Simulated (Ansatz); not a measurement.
**GaH3O: density, localisation and related maps**

Input

```
crystal:
  periodic: [false, false, false]
  atoms:
    - { symbol: Ga, position_ang: [0.202526, -0.105951, 0.063048] }
    - { symbol: H, position_ang: [0.68784, -0.131028, 1.530729] }
    - { symbol: H, position_ang: [1.707063, 0.201947, -0.090991] }
    - { symbol: O, position_ang: [-1.236483, -0.307089, -0.950088] }
    - { symbol: H, position_ang: [-2.032646, -0.504578, -0.437697] }
basis:
  gaussian: { orbitals: def2-SVP }
hamiltonian:
  xc: b3lyp
  dispersion: d4
relax:
  f_tol: 0.03
  max_steps: 50
output:
  orbitals: {}
```

Command:

```sh
ansatz run input.yaml --threads 1 --pin off --max-ram 2048MiB --backend cpu --events-out ev --progress --plain --runs-dir out
```

The fields are those of the run's last geometry, not of the input's.

Computed with RKS B3LYP-D4/def2-SVP in Ansatz.

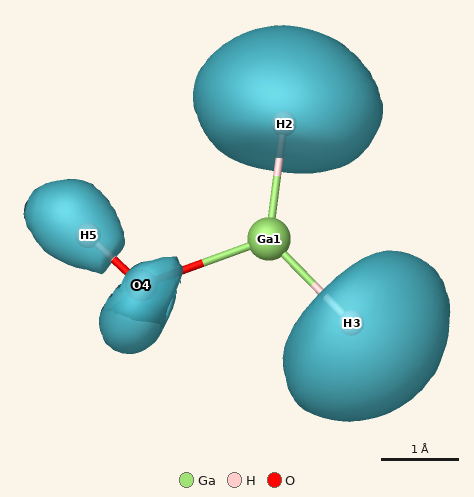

Figure 1. Isosurface of the electron localisation function at 0.85 (cyan), seen at an oblique angle. Core shells and regions of very low density are left out.

Question: Identify the bonds, lone pairs and shells in this picture.

Answer: At this value the surface marks out three regions around hydrogen nuclei and one lobe on O, pointing away from the bonds (lone pairs, which may merge into one lobe).


Ga–O (1.79 Å): the ELF peaks at about 0.85 in the valence shell of O, 0.6 Å from its nucleus, and is about 0.25 at the midpoint. O–H (0.97 Å): the ELF climbs to about 1 towards the hydrogen, as it does in any bond to H; a covalent bond by its length.

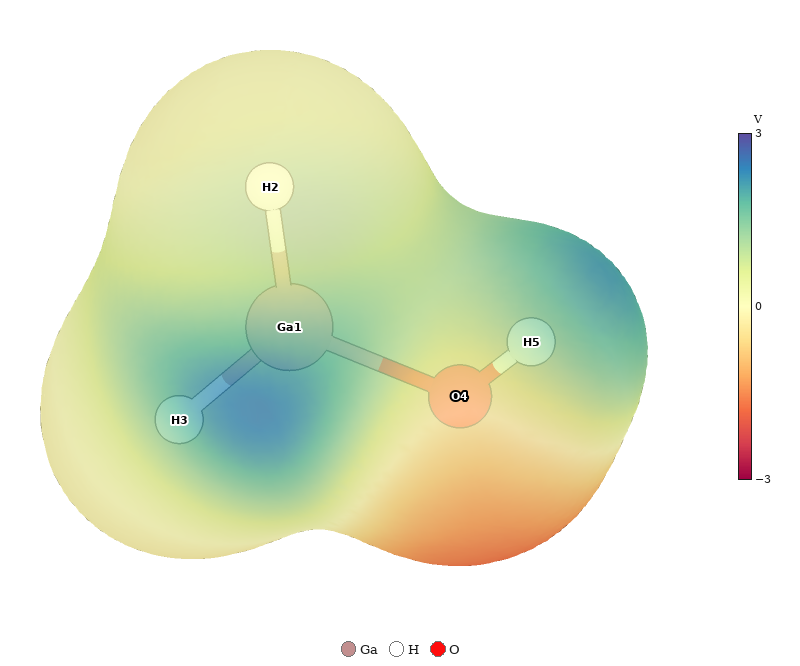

Figure 2. The electrostatic potential painted on the density surface at 0.002 e/bohr³, seen at a tilt; the colour scale runs from red (negative) to blue (positive).

Question: Describe the electrostatic potential map.

Answer: The most negative region (about −1.8 V) lies over O4, the most positive (about +2.4 V) over Ga1. O4 is the likeliest acceptor of a hydrogen bond.

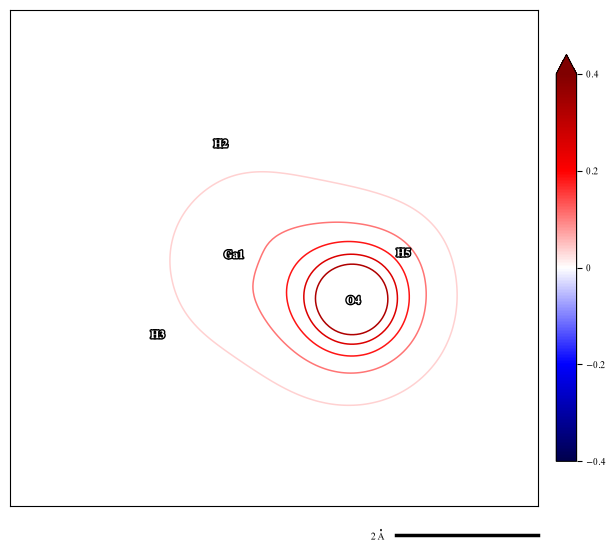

Figure 3. The HOMO−1 on a plane 0.8 Å above the molecular plane (values in Å⁻³ᐟ²; the overall sign is arbitrary).

Question: What is the character of this orbital?

Answer: By Hirshfeld shares it lies mainly on O4 (about 80 %) and Ga1 (about 15 %); it changes sign across the molecular plane (π type). Its energy is −8.39 eV.
